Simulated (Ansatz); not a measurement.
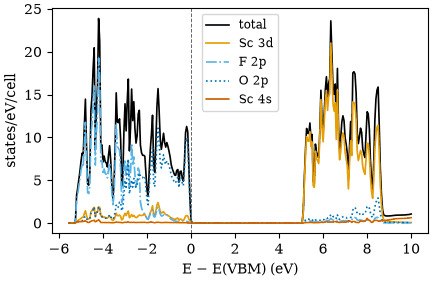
Total and projected density of states of ScOF in space group P2_1/c (No. 14; Sc on 4e, O on 4e, F on 4e), DFT-r²SCAN in the program Ansatz with PAW potentials

Question: Which orbitals carry the states next to the gap?

Answer: Top 1 eV of the valence band: O 2p 86 %, Sc 3d 8 %. Bottom 1 eV of the conduction band: Sc 3d 92 %. Projections are on Löwdin-orthogonalised atomic valence shells; empty p or d shells of many metals are not among them.

Question: Where is the tallest occupied peak in this window, and what makes it?

Answer: Near -4.2 eV, about 24 states/eV per cell; the largest projected share is F 2p.

The first step of the workflow began from a Materials Project structure, measured or hypothetical; the Crystallography Open Database copy checked does not list it. Its standing as an ambient phase is unchecked. Symmetry was held in the r²SCAN relaxation; of distortions, only those at the zone centre were tested. The run is not spin-polarised.

Potentials: the later of the program's two PAW sets.
